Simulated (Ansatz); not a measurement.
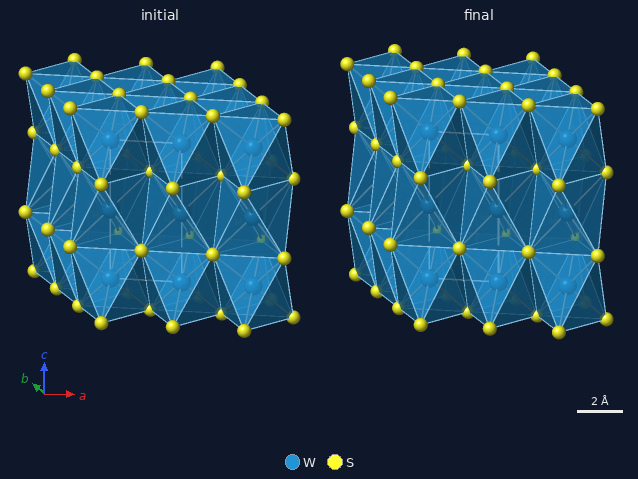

The structure of a crystal of WS (built on the nickel arsenide type) before (left) and after (right) a relaxation, at one scale.

A polyhedral model of the cell of the calculation, repeated 2 × 2 × 1 with one cell outlined, seen slightly off an axis.

All numbers below come from DFT PBE, scalar-relativistic, plane waves, PAW (Ansatz 0.2.0). Settings: plane-wave cutoff 420 eV; k-point mesh 12 × 12 × 8; occupations gaussian; smearing width 0.1 eV; no spin polarisation; cell and atoms relaxed; force threshold 0.01 eV/Å; at most 80 steps.

Question: Summarise the run.

Answer: After 6 accepted moves (7 points after the start) the energy has fallen by 11.9 meV per atom. All forces vanish by symmetry, so only the cell relaxes. Pressure: 0.02 GPa at the start and 0.00 GPa at the end. The SCF was repeated once at an unchanged geometry on a basis and grid sized afresh for the cell, which shifted the energy by 0.1 meV per atom at most. No atom moves by more than 0.005 Å relative to the cell. Cell: a = b 3.256 → 3.151 Å (−3.2 %), c 6.377 → 6.759 Å (+6.0 %). Volume −0.7 %. Among the contacts that change: W–W 3.188 → 3.380 Å, W–W 3.256 → 3.151 Å, S–W 2.465 → 2.483 Å. Among the angles between lasting bonds that change: W–S–W 80.6° → 85.8°, S–W–S 97.3° → 101.2°, W–S–W 82.7° → 78.8°. The space group stays P6_3/mmc (No. 194). Cost: 54 s on 1 thread of Intel(R) Xeon(R) 6975P-C (Granite Rapids), with other jobs on the host, peak memory 0.46 GiB.
